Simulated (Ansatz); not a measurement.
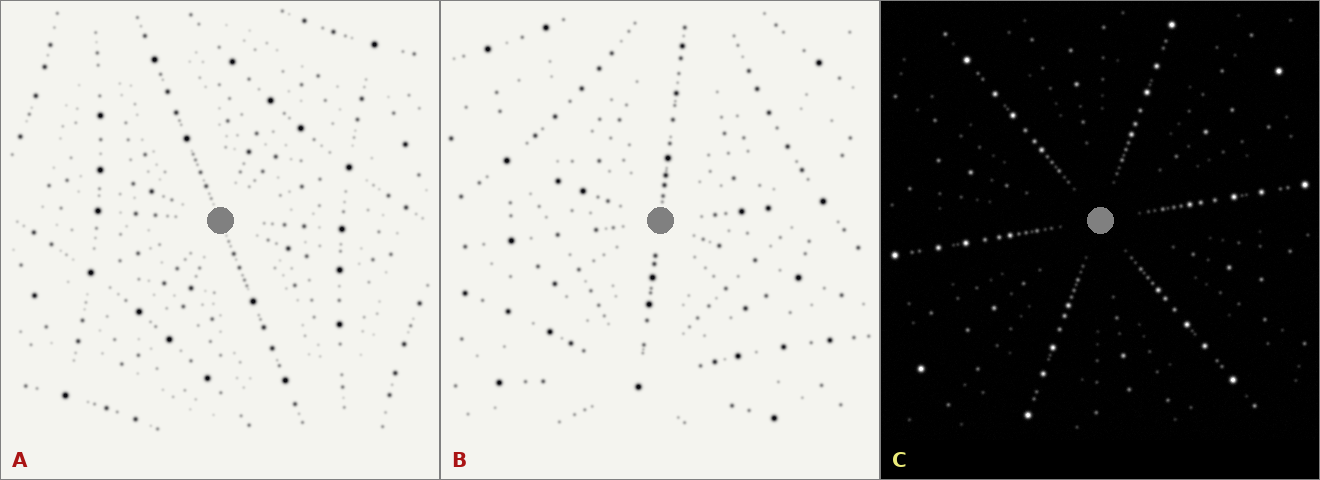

Simulated back-reflection Laue patterns (white X-rays, 0.45 to 2.2 Å, flat plate covering ±45° about the beam, kinematic intensities, seen from the source). Crystal: Hf₃N, space group P6_3/mmc (No. 194), a = 5.736 Å, c = 4.941 Å (hexagonal axes). Structure: coordinates from a relaxation with DFT PBE, scalar-relativistic, plane waves, PAW (Ansatz 0.2.0); the starting structure was generated, so it need not be a known form of this composition.

Q: The directions [001], [100], [211] point towards the source, in some order. Which is which?

A: A: [100], symmetry 2mm (a twofold axis with two mirror lines). B: [211], symmetry m (one mirror line). C: [001], symmetry 6mm (a sixfold axis with mirror lines). The Laue class is 6/mmm.
